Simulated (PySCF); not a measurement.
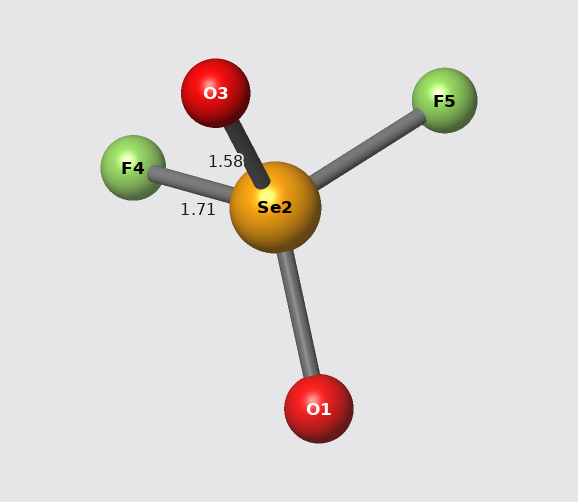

The numbers beside the sticks are distances in Å. Sticks don't show bond order. The computed structure is the end point of a PBE0-D3(BJ)/def2-SVP optimisation. No frequency run is at hand to confirm it as a minimum.

Which of the marked bonds are single, double, triple or aromatic?

Answer. Se2–O3 double; Se2–F4 single.

Write the SMILES.

Answer. O=[Se](=O)(F)F
